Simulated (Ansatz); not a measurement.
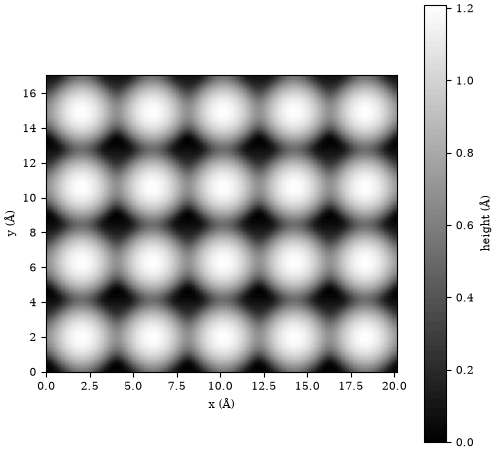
Fig. 1. Simulated constant-current image at -1.8 V from a Fermi level inside the gap (filled states down to 1.0 eV under the valence edge)

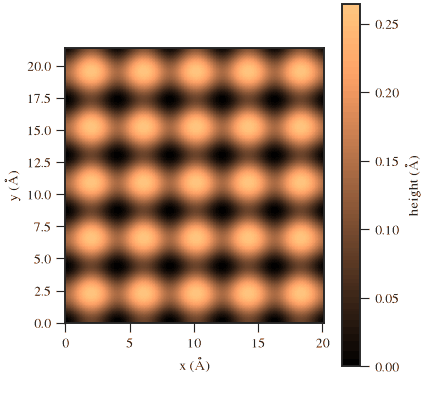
Fig. 1. Simulated constant-current image at +1.8 V from a Fermi level inside the gap (empty states up to 1.0 eV over the conduction edge)

Method: PBE, Tersoff-Hamann images (plane waves, PAW; Ansatz, a first-principles code).

Mesh 14×12×1, no spin-orbit coupling, no spin polarisation; biases count from the run's Fermi level. The set point is the mean density 3.5 Å over the top atom.

The sample is: single layer of SnS (symmetry Pmn2_1 as a slab, 4 atoms a cell). Atoms are numbered in the order of this list of the upper atoms (x, y, depth in Å): Sn2 (2.0, 2.1, 0.0); S3 (2.0, 1.7, 2.6); S4 (0.0, 3.9, 0.3).

Which sites are bright, and how large is the corrugation?

At -1.8 V the maximum lies over Sn2 and the sites alike, corrugation about 1.2 Å. At +1.8 V the maximum lies over Sn2 and the sites alike, corrugation about 0.26 Å.
